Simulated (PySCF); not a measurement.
# Solver options tried on SiSe

Do solver options change the result for SiSe, or only the number of cycles?

Computed with PySCF 2.14.0. Level: each script names its method and basis.

3 further runs of the same task are left out: 3 that didn't finish.

**1. Starting geometry**

SiSe: 2 atoms, charge 0, spin multiplicity 1.

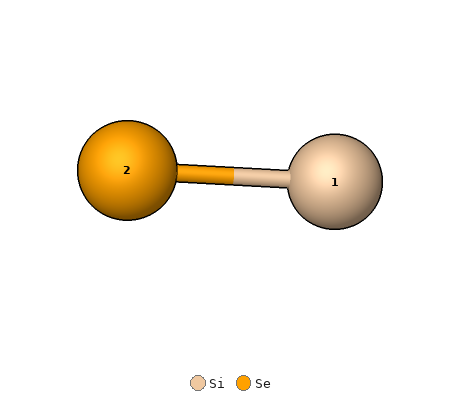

The starting geometry (silicon light orange, selenium orange); atoms are numbered from 1 in the order of the file.

**2. The base run**

input.py

```python
from pyscf import gto, dft

mol = gto.M(
    atom='Si 0 0 0; Se 0 0 2.23',
    basis='6-31g',
    charge=0,
    spin=0,
    verbose=4,
)
mf = dft.RKS(mol, xc='pbe')
mf.kernel()
mf.analyze()
print('orbital energies (hartree):', mf.mo_energy[..., max(0, mol.nelec[1]-3):mol.nelec[0]+3].round(4))
```

Launch:

```
$ OMP_NUM_THREADS=1 python input.py
```

Its log is not repeated here.

It gives: E(SCF) = -2690.140350 Eh, 11 cycles, μ = 1.64 D.

The bond length is a typed value, not an optimised one.

**3. Initial guess atom**

Variant 1 changes initial guess: minao → atom.

input.py

```python
from pyscf import gto, dft

mol = gto.M(
    atom='Si 0 0 0; Se 0 0 2.23',
    basis='6-31g',
    charge=0,
    spin=0,
    verbose=4,
)
mf = dft.RKS(mol, xc='pbe')
mf.init_guess = 'atom'
mf.kernel()
mf.analyze()
print('orbital energies (hartree):', mf.mo_energy[..., max(0, mol.nelec[1]-3):mol.nelec[0]+3].round(4))
```

Launch:

```
$ OMP_NUM_THREADS=1 python input.py
```

**4. Initial guess 1e**

Variant 2 changes initial guess: minao → 1e.

Changes to input.py since step 2:

```diff
@@ -10,2 +10,3 @@
 mf = dft.RKS(mol, xc='pbe')
+mf.init_guess = '1e'
 mf.kernel()
```

**Question.** What will these runs give? Wanted: for each run, E(SCF); from base; gap; SCF dipole.

As calculated:

```tsv
run	E(SCF) (hartree)	from base (eV)	cycles	gap (eV)	SCF dipole (D)
base	-2690.140350	0	11	3.10	1.64
initial guess atom	-2690.140350	0.0000	10	3.10	1.64
initial guess 1e	-2690.140350	0.0000	42	3.10	1.64
```

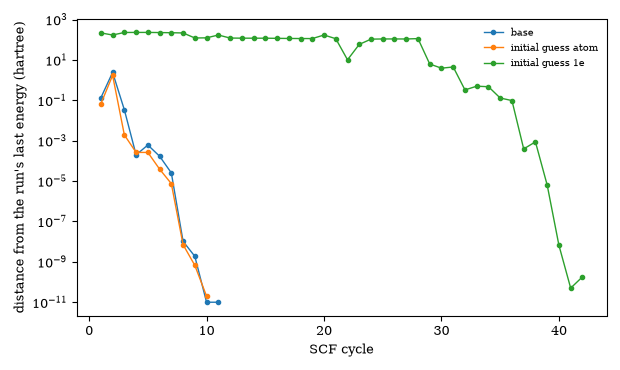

How each run approaches its own final energy.

What this shows: The SCF energy stays the same, to the digits that matter, with initial guess atom or initial guess 1e. The base needs 11 cycles and the run with initial guess 1e needs 42.
